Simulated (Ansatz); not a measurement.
## LiBe (Pm-3m): phonons and vibrational spectra

Wanted: phonon frequencies of LiBe (Pm-3m) and what follows from them.

Main program and level: Ansatz 0.2.0; DFT PBEsol, scalar-relativistic, plane waves, norm-conserving pseudopotentials.

**1. The starting structure**

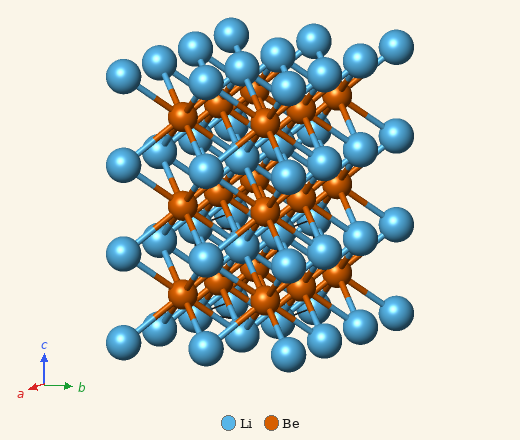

The cell as given, slightly off an axis (lithium blue, beryllium orange). 3×2×3 cells are drawn. Some periodic images of atoms are drawn too.

**2. Relaxation**

Harmonic phonons are second derivatives at a point where the forces vanish, and they are wanted at zero stress, so atoms and cell are relaxed first.

input.yaml reads:

```yaml
crystal:
  lattice:
    - [2.811153, 0.0, 0.0]
    - [0.0, 2.811153, 0.0]
    - [0.0, 0.0, 2.811153]
  atoms:
    - { symbol: Li, position: [0.0, 0.0, 0.0] }
    - { symbol: Be, position: [0.5, 0.5, 0.5] }
kpoints:
  mp_grid: { grid: [14, 14, 14] }
hamiltonian:
  xc: pbesol
  pseudopotentials: { kind: nc }
scf:
  occupations: { method: gaussian, width: 0.1 }
output:
  forces: true
  stress: true
  eigenvalues: true
  write_density: true
  write_potential: true
  elf: true
  volumetric_format: npy
relax:
  adjacent_minimum: "off"
  f_tol: 0.005
  max_steps: 80
  cell: { stress_tol: 0.05 }
```

Run with:

```
$ ansatz run input.yaml --threads 4 --pin off --max-ram 7168MiB --backend cpu --events-out ev --progress --plain --runs-dir out
```

Numbers of over 12 decimals in the logs are rounded to 6 here.

Output:

```text
Engine: ansatz 0.2.0, aarch64-unknown-linux-gnu
Pseudopotentials: kind: nc
Pseudopotential: Li, nc, valence charge 3, recommended cutoff 1006.821291 eV (normal), Li.nc.azcp (PseudoDojo's, or run here from an input of PseudoDojo's: the run reads no file of this project's for it)
Pseudopotential: Be, nc, valence charge 4, recommended cutoff 1197.300995 eV (normal), Be.nc.azcp (PseudoDojo's, or run here from an input of PseudoDojo's: the run reads no file of this project's for it)
Functional definition: PBEsol
  exchange = pbesol_x
  correlation = pbesol_c
Crystal: 2 atoms, lattice volume = 22.215 Å³
Basis set: ecut = 1197.300995 eV, 2103 PW (Γ), exchange–correlation on 64×64×64 points (8 copies of the dense FFT grid, shifted against one another)
Bands: 8, of which v1, the nominal top of the filled ones, is band 4 counted from 1 (3 counted from 0)
Symmetry: 48 space group operations
Space group: Pm-3m (ITA 221), of the structure as read, at distance tolerance 2.8e-5 Å
k-points: 120 of 2744
Non-local potential: Li, projectors of the file, l = 0: 2, l = 1: 2
Non-local potential: Be, projectors of the file, l = 0: 2, l = 1: 2
Initial density: superposition of atomic densities (chi_scale 0.1, normalization cell, long waves kept (reshape's long-wave potential 0.00 eV rms))
Initial wavefunctions: pseudopotential atomic-orbital guess
Functional: x = pbesol(κ = 0.804, μ = 0.123457), c = pbesol(β = 0.046)
SCF iter   1: F=—  HF=-571.721378 eV  |F-HF|=—  |Δ(HF+E_count)|=         —  Δρ=2.17e-2  dr2=3.25e-2  ethr=3.10e-3  ⟨swp⟩=5.9  Hψ=8033  notcnv=0
preconditioner: auto → none  [metal: Δε(μ)=0.074 eV  Ē_g=10.469 eV  σ=0.100 eV  W_gap=0.36  n_scr=6 (ndim 8)  ℏωp=13.6 eV  f_vac=0.000  D(μ)=0.97/eV (n_scr^D=6)  sad-step TF]
SCF iter   2: F=—  HF=-571.714567 eV  |F-HF|=—  |Δ(HF+E_count)|=   6.81e-3  Δρ=1.12e-2  dr2=1.24e-2  ethr=4.65e-4  ⟨swp⟩=1.3  Hψ=1960  notcnv=0
SCF iter   3: F=—  HF=-571.709790 eV  |F-HF|=—  |Δ(HF+E_count)|=   4.78e-3  Δρ=1.38e-3  dr2=3.91e-5  ethr=1.77e-4  ⟨swp⟩=2.1  Hψ=1484  notcnv=0  defer=1
SCF iter   4: F=—  HF=-571.709830 eV  |F-HF|=—  |Δ(HF+E_count)|=   3.95e-5  Δρ=6.27e-5  dr2=1.34e-7  ethr=5.59e-7  ⟨swp⟩=1.9  Hψ=1243  notcnv=0  defer=1
SCF iter   5: F=-571.709830 eV  HF=-571.709830 eV  |F-HF|=2.50e-11  |Δ(HF+E_count)|=   1.51e-8  Δρ=3.11e-6  dr2=8.62e-10  ethr=1.43e-9  ⟨swp⟩=10.1  Hψ=5859  notcnv=0
SCF 1 converged in 5 iterations: F = -571.709830 eV  dr2 = 8.62e-10
relax step   1: F+E_penalty+E_count = -571.70982960 eV  Δ(F+E_penalty+E_count) = +0.000e0 eV  max|allowed force component| = 3.681e-29 eV/Å  Δτ_max = 0.0000 Å  P = -0.182 GPa  Ω = 22.215 Å³  (5 SCF iters, dr2 threshold 1.00e-7 eV, accepted)
Crystal: 2 atoms, lattice volume = 22.157 Å³
Initial density: handed on by an earlier stage of this run
Initial wavefunctions: those handed on with the density
iter 1 solved again at ethr=1.13e-8 eV; its pass at ethr=3.10e-3 eV (dr2=7.89e-7 eV) is discarded
SCF iter   1: F=—  HF=-571.709858 eV  |F-HF|=—  |Δ(HF+E_count)|=         —  Δρ=6.51e-5  dr2=7.63e-7  ethr=1.13e-8  ⟨swp⟩=2.0  Hψ=8966  notcnv=0
preconditioner: auto → none  [metal: Δε(μ)=0.073 eV  Ē_g=10.482 eV  σ=0.100 eV  W_gap=0.37  n_scr=6 (ndim 8)  ℏωp=13.7 eV  f_vac=0.000  D(μ)=0.98/eV (n_scr^D=6)]
SCF iter   2: F=—  HF=-571.709880 eV  |F-HF|=—  |Δ(HF+E_count)|=   2.15e-5  Δρ=3.03e-5  dr2=1.35e-7  ethr=1.09e-8  ⟨swp⟩=2.0  Hψ=1135  notcnv=0
SCF iter   3: F=-571.709880 eV  HF=-571.709880 eV  |F-HF|=7.67e-11  |Δ(HF+E_count)|=   4.04e-8  Δρ=3.32e-6  dr2=5.46e-10  ethr=1.18e-9  ⟨swp⟩=7.8  Hψ=4844  notcnv=0
SCF 2 converged in 3 iterations: F = -571.709880 eV  dr2 = 5.46e-10
relax step   2: F+E_penalty+E_count = -571.70987990 eV  Δ(F+E_penalty+E_count) = -5.030e-5 eV  max|allowed force component| = 2.524e-29 eV/Å  Δτ_max = 0.0000 Å  P = -0.051 GPa  Ω = 22.157 Å³  energy of the carried Pulay correction = +7.611e-6 eV  (3 SCF iters, dr2 threshold 8.28e-8 eV, accepted)
Crystal: 2 atoms, lattice volume = 22.134 Å³
iter 1 solved again at ethr=1.64e-9 eV; its pass at ethr=3.10e-3 eV (dr2=1.15e-7 eV) is discarded
SCF iter   1: F=—  HF=-571.709865 eV  |F-HF|=—  |Δ(HF+E_count)|=         —  Δρ=2.70e-5  dr2=1.11e-7  ethr=1.64e-9  ⟨swp⟩=2.0  Hψ=8966  notcnv=0
preconditioner: auto → none  [metal: Δε(μ)=0.073 eV  Ē_g=10.489 eV  σ=0.100 eV  W_gap=0.37  n_scr=6 (ndim 8)  ℏωp=13.7 eV  f_vac=0.000  D(μ)=0.98/eV (n_scr^D=6)]
SCF iter   2: F=—  HF=-571.709887 eV  |F-HF|=—  |Δ(HF+E_count)|=   2.15e-5  Δρ=1.26e-5  dr2=2.19e-8  ethr=1.59e-9  ⟨swp⟩=2.0  Hψ=1369  notcnv=0
SCF iter   3: F=-571.709887 eV  HF=-571.709887 eV  |F-HF|=5.54e-11  |Δ(HF+E_count)|=   5.97e-9  Δρ=1.32e-6  dr2=1.70e-10  ethr=9.42e-11  ⟨swp⟩=6.7  Hψ=3380  notcnv=0
SCF 3 converged in 3 iterations: F = -571.709887 eV  dr2 = 1.70e-10
relax step   3: F+E_penalty+E_count = -571.70988655 eV  Δ(F+E_penalty+E_count) = -6.653e-6 eV  max|allowed force component| = 3.168e-30 eV/Å  Δτ_max = 0.0000 Å  P = +0.000 GPa  Ω = 22.134 Å³  energy of the carried Pulay correction = +1.060e-5 eV  (3 SCF iters, dr2 threshold 6.59e-9 eV, accepted)
Initial wavefunctions: pseudopotential atomic-orbital guess (no wavefunctions were taken with the density)
iter 1 solved again at ethr=2.33e-9 eV; its pass at ethr=3.10e-3 eV (dr2=1.63e-7 eV) is discarded
SCF iter   1: F=—  HF=-571.709855 eV  |F-HF|=—  |Δ(HF+E_count)|=         —  Δρ=5.80e-6  dr2=1.15e-9  ethr=2.33e-9  ⟨swp⟩=3.9  Hψ=11309  notcnv=0
SCF iter   2: F=—  HF=-571.709877 eV  |F-HF|=—  |Δ(HF+E_count)|=   2.17e-5  Δρ=2.36e-6  dr2=6.08e-11  ethr=1.64e-11  ⟨swp⟩=2.7  Hψ=1476  notcnv=0
SCF iter   3: F=-571.709877 eV  HF=-571.709877 eV  |F-HF|=1.51e-11  |Δ(HF+E_count)|=  3.50e-11  Δρ=1.26e-6  dr2=1.56e-11  ethr=1.00e-12  ⟨swp⟩=5.9  Hψ=4340  notcnv=0
SCF 4 converged in 3 iterations: F = -571.709877 eV  dr2 = 1.56e-11
relax step   4: F+E_penalty+E_count = -571.70987670 eV  Δ(F+E_penalty+E_count) = +9.851e-6 eV  max|allowed force component| = 3.197e-30 eV/Å  Δτ_max = 0.0000 Å  P = -0.001 GPa  Ω = 22.134 Å³  stress off target by 1.37e-3 GPa  SCF on the basis re-selected at this cell (its energy is not comparable with the rows above)  (3 SCF iters)
basis re-selected at this cell: Δ(F+E_penalty+E_count) = +9.851e-6 eV, ΔP = -0.002 GPa vs the last step (what re-selecting the basis moved, of the pressure what is left beyond the Pulay correction that the steps carried, after the strain that the cell walked since its last selection, with what the two solves' SCF thresholds leave and, on support functions, any second-order correction that the steps lacked; it is no m [...]
SCF converged after 3 iterations
Free energy (F): -571.709877 eV
Harris-Foulkes:  -571.709877 eV  (|F-HF|=1.51e-11)
Internal energy: -571.704994 eV  (E = F + TS)
E sigma→0 (E₀):  -571.707435 eV
Entropy (-TS):   -0.004883 eV (-2.442 meV/atom)
Fermi energy:    3.760643 eV
--- Per-component energies (eV) ---
  E_band       = -267.780765
  E_kinetic    = 377.184130
  E_local      = -313.187336  (includes V_loc(G=0)·N_el)
  E_nonlocal   = -400.820305
  E_hartree    = 104.972297
  E_xc         = -108.607851
  E_vxc        = -140.901841  (∫ρ·V_xc dr)
  E_ewald      = -231.245929
  E_smearing   = -0.004883  (= −TS)
  E_closure    = -0.000000  (closes the sum)
  Σ components = -571.709877   (vs F -571.709877, Δ=0.00e0)
--- Forces (eV/Å), atoms counted from 1 ---
  atom   1  Li    -0.00000000    -0.00000000     0.00000000
  atom   2  Be     0.00000000     0.00000000    -0.00000000
  max |Σ_I F_I| component: 6.23e-30 eV/Å
--- Stress (GPa, compression-positive) ---
       -0.001374       0.000000      -0.000000
        0.000000      -0.001374       0.000000
       -0.000000       0.000000      -0.001374
  P = ⅓ Tr σ = -0.0014 GPa (-0.014 kbar)
--- Band table (eV; the first three rows and the last of 120) ---
  k-point 0: bands = ["-95.6041", "-40.2285", "-2.6639", "10.0326", "10.0326", "10.0326", "14.5677", "14.5677"]
  k-point 1: bands = ["-95.6041", "-40.2275", "-2.5989", "9.2214", "10.1166", "10.1166", "14.6640", "15.5055"]
  k-point 2: bands = ["-95.6041", "-40.2246", "-2.4035", "7.6775", "10.3662", "10.3662", "14.9527", "17.3602"]
  k-point 119: bands = ["-95.6030", "-40.1700", "6.2504", "6.2504", "6.2504", "8.8114", "8.8114", "8.8114"]
--- Relaxed structure (3 steps of the walk, 3 accepted, 1 SCFs on fresh bases) ---
  F+E_penalty+E_count = -571.70987670 eV   max|allowed force component| = 3.197e-30 eV/Å   (the final SCF, on the basis selected at the relaxed cell)
  cell:  # Å, volume = 22.1339 Å³
    - [2.807713, 0, 0.0]
    - [0, 2.807713, 0]
    - [0.0, 0, 2.807713]
  atoms:
    - { symbol: Li, position: [0, 0, 0] }
    - { symbol: Be, position: [0.5, 0.5, 0.5] }
```

Run time: 9.3 s. Hardware: 4 threads of Arm Neoverse N1, shared host; peak memory 0.38 GiB; 33 s of CPU time.

The steps of the relaxation:

```tsv
step	energy less that of the first step (eV)	largest force component (eV/Å)	pressure (GPa)	volume (Å³)
1	0.0000	0.0000	-0.18	22.22
2	0.0000	0.0000	-0.05	22.16
3	-0.0001	0.0000	0.00	22.13
4*	0.0000	0.0000	0.00	22.13
```

Relaxation steps marked * repeat the geometry before them on a plane-wave basis chosen anew for their cell, so energy and pressure can jump there.

Forces are held to the 48 operations that the run works with; a distortion that breaks them can't arise in this run.

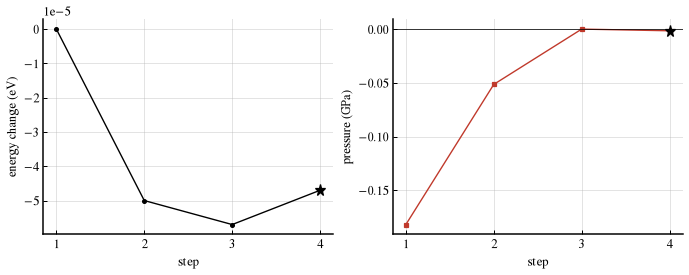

Energy and pressure along the relaxation. Stars mark steps on a basis chosen anew.

```tsv
conventional cell, symmetrised	before	after	change
a (Å)	2.811	2.808	-0.1 %
b (Å)	2.811	2.808	-0.1 %
c (Å)	2.811	2.808	-0.1 %
volume (Å³/atom)	11.11	11.07	-0.4 %
```

Final coordinates:

```xyz
2
Lattice="2.8077 0.0000 0.0000 0.0000 2.8077 0.0000 0.0000 0.0000 2.8077" Properties=species:S:1:pos:R:3 pbc="T T T"
Li    0.0000    0.0000    0.0000
Be    1.4039    1.4039    1.4039
```

Numbers from this step:

```yaml
pressure: -0.001374 GPa
volume_per_atom: 11.07 Å³
gap_on_the_k_mesh: 0 eV
```

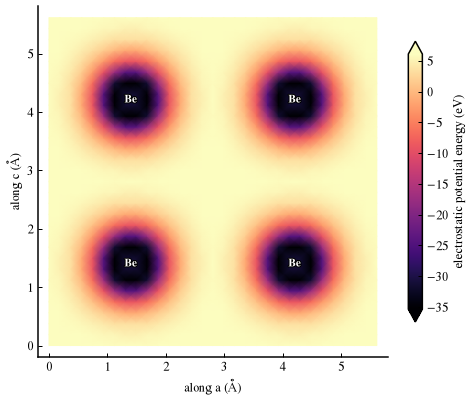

Electrostatic potential energy in the ac plane at fractional y = 0.500, with atoms of Be within 0.2 Å of it. With pseudopotentials it is smooth inside the atoms' cores, unlike the true potential.

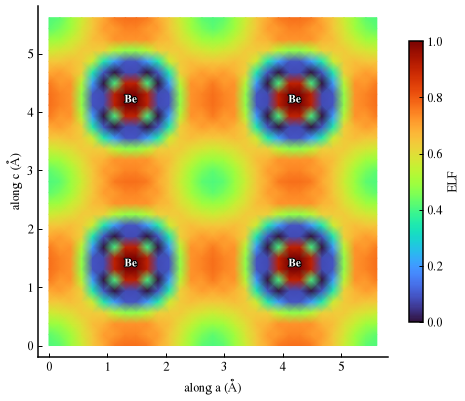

ELF in the ac plane at fractional y = 0.500, with atoms of Be within 0.2 Å of it. It is the smooth field of the valence electrons, not physical close to the nuclei.

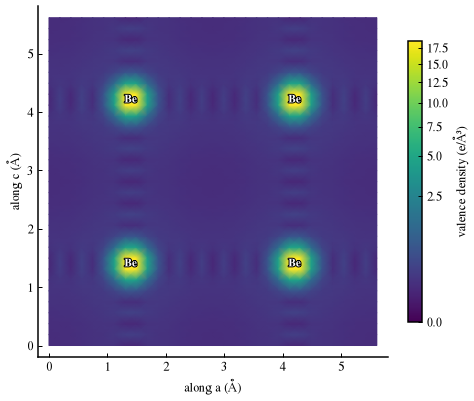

Valence density in the ac plane at fractional y = 0.500, with atoms of Be within 0.2 Å of it. It is the smooth field of the valence electrons, not physical close to the nuclei. The colour scale is stretched toward low values.

In this step the volume went from 11.11 to 11.07 Å³/atom.

**3. Relaxing to small forces for the phonons**

Phonons need a cell at rest on their own settings, so the relaxation is repeated with tight tolerances on forces and stress, using the mesh and the filling of the phonon run that follows.

input.yaml reads:

```yaml
crystal:
  lattice:
    - [2.8077125548, 0.0, 0.0]
    - [0.0, 2.8077125548, 0.0]
    - [0.0, 0.0, 2.8077125548]
  atoms:
    - { symbol: Li, position: [0.0, 0.0, 0.0] }
    - { symbol: Be, position: [0.5, 0.5, 0.5] }
kpoints:
  mp_grid: { grid: [16, 16, 16] }
hamiltonian:
  xc: pbesol
  pseudopotentials: { kind: nc }
scf:
  occupations: { method: methfessel_paxton, width: 0.15 }
output:
  forces: true
  stress: true
  eigenvalues: true
relax:
  adjacent_minimum: "off"
  f_tol: 0.001
  max_steps: 60
  cell: { stress_tol: 0.01 }
```

Output:

```text
[...]
Crystal: 2 atoms, lattice volume = 22.134 Å³
Basis set: ecut = 1197.300995 eV, 2103 PW (Γ), exchange–correlation on 64×64×64 points (8 copies of the dense FFT grid, shifted against one another)
Bands: 8, of which v1, the nominal top of the filled ones, is band 4 counted from 1 (3 counted from 0)
Symmetry: 48 space group operations
[...]
k-points: 165 of 4096
[...]
0.000000       0.000000      -0.000991
  P = ⅓ Tr σ = -0.0010 GPa (-0.010 kbar)
--- Band table (eV; the first three rows and the last of 165) ---
[...]
--- Relaxed structure (3 steps of the walk, 3 accepted, 1 SCFs on fresh bases) ---
[...]
cell:  # Å, volume = 22.0813 Å³
    - [2.805488, 0, 0]
    - [0, 2.805488, 0]
    - [0, 0, 2.805488]
  atoms:
    - { symbol: Li, position: [0, 0, 0] }
    - { symbol: Be, position: [0.5, 0.5, 0.5] }
[key lines of the parts left out:]
SCF converged after 4 iterations
Free energy (F): -571.718097 eV
Fermi energy:    3.860107 eV
```

It took 12 s on 4 threads; peak memory 0.41 GiB.

Little changed from the start: no atom moved by 0.005 Å and no cell edge by 0.1 %.

Numbers from this step:

```yaml
pressure: -9.91e-4 GPa
volume_per_atom: 11.04 Å³
```

The forces vanish by symmetry and the pressure is -0.001 GPa, within the tolerances set. The cell now holds 11.04 Å³/atom.

**4. Linear response at the zone centre**

The zone centre comes first: it holds the modes that light can see, as far as symmetry allows. No field response is asked, since the mesh shows no gap.

input.yaml, the sections that differ from step 3:

```yaml
crystal:
  lattice:
    - [2.8054875085, 0.0, 0.0]
    - [0.0, 2.8054875085, 0.0]
    - [0.0, 0.0, 2.8054875085]
  atoms:
    - { symbol: Li, position: [0.0, 0.0, 0.0] }
    - { symbol: Be, position: [0.5, 0.5, 0.5] }
output:
  eigenvalues: true
phonons:
  method: dfpt
# kpoints, hamiltonian, scf: as in step 3
# relax: removed
```

Output:

```text
[...]
Crystal: 2 atoms, lattice volume = 22.081 Å³
Basis set: ecut = 1197.300995 eV, 2103 PW (Γ), exchange–correlation on 64×64×64 points (8 copies of the dense FFT grid, shifted against one another)
Bands: 8, of which v1, the nominal top of the filled ones, is band 4 counted from 1 (3 counted from 0)
Symmetry: 48 space group operations
k-points: 405 of 4096 (irreducible under 8 space group operations, time reversal used)
[...]
SCF iter   1: F=—  HF=-571.729318 eV  |F-HF|=—  |Δ(HF+E_count)|=         —  Δρ=2.17e-2  dr2=3.17e-2  ethr=3.10e-3  ⟨swp⟩=5.8  Hψ=26750  notcnv=0
[...]
SCF iter   6: F=-571.718097 eV  HF=-571.718097 eV  |F-HF|=1.82e-12  |Δ(HF+E_count)|=  1.32e-10  S|Δr|=    0.00e0  Δρ=1.22e-7  dr2=3.19e-12  ethr=1.00e-12  ⟨swp⟩=8.0  Hψ=18062  notcnv=0
SCF 1 converged in 6 iterations: F = -571.718097 eV  dr2 = 3.19e-12
DFPT response loops at Γ: preconditioner auto → Kerker (q_TF=auto, 2.253 Å⁻¹) (partly filled bands, converged f_vac=0.000); β = 1.00, the filter's whole step (`scf.mixing.beta` (0.50) is not read by the response loops under this deck's `scf.mixing.preconditioner`; to damp them name `kerker` or `kerker_dos`, under which they read `scf.mixing.beta`, and type it under 1.00, their step now; both keys bind the ground state too); Broyden in place of MSR1
SCF converged after 6 iterations
[...]
Free energy (F): -571.718097 eV
[...]
Internal energy: -571.719159 eV  (E = F + TS)
E sigma→0 (E₀):  -571.718363 eV
Entropy (-TS):   0.001061 eV (0.531 meV/atom)
Fermi energy:    3.860107 eV
[...]
--- Band table (eV; the first three rows and the last of 405) ---
[...]
--- Phonons (Γ-DFPT): 2 representative perturbations + reference, on 405 of 4096 k-points (Σ response iterations 6) ---
  k mesh reduced under 8 symmetry operations, with k and −k counted as one. Each operation leaves every solved perturbation unchanged. A smaller set is not used because it would not reduce the number of displacements times k-points to solve
  ASR residual: 8.061e-5 → 0.000e0 eV/Å²; symmetrization residual: 7.104e-7 eV/Å²
  ASR residual per site (eV/Å²): 9.41e-6 8.06e-5
  Γ frequencies (cm⁻¹): 0.00 0.00 0.00 559.52 559.52 559.52
  non-analytic LO–TO correction: not included (Born effective charges unavailable; polar crystals: no LO–TO splitting at Γ)
```

Run time: 22 s. Hardware: 4 threads; peak memory 0.83 GiB; 81 s of CPU time.

Reading the cycles: dr2 is the Hartree energy of the density residual (eV), the measure of convergence; HF is the Harris–Foulkes estimate of the energy, which meets the free energy F at convergence.

This step gave:

* sum-rule residual before enforcement: 8.06e-5 eV/Å²
* point group: m-3m
* highest optical mode at the zone centre (no LO-TO term): 559.5 cm⁻¹
* lowest optical zone-centre mode: 559.5 cm⁻¹

Patterns of degenerate modes are one choice out of their space. The modes at Γ (shares of kinetic energy by element, %):

```tsv
mode	frequency (cm⁻¹)	symmetry	Li %	Be %
1	0.0	acoustic	44	56
2	0.0	acoustic	44	56
3	0.0	acoustic	44	56
4	559.5	T1u	56	44
5	559.5	T1u	56	44
6	559.5	T1u	56	44
```

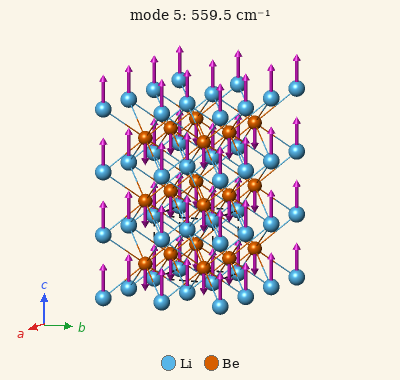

Displacement patterns of mode 5 at Γ; arrows are exaggerated. 3×2×3 cells are drawn. Some periodic images of atoms are drawn too.

Before it was imposed, the acoustic sum rule was missed by 8.1e-5 eV/Å². Small misses are needed for a sound result but don't prove that mesh and cutoff are converged. The lowest optical mode is real, 560 cm⁻¹.

[end of part 1 of 2]

[Logs are printed without paths, hosts, clocks, repeated set-up lines and the standing remarks that a program may print on its own settings, such as how far it seeks lower states.]

[Hosts, paths, dates, database ids (printed as entryN), source tags and the programs' standing remarks are cut or masked in the printed files.]
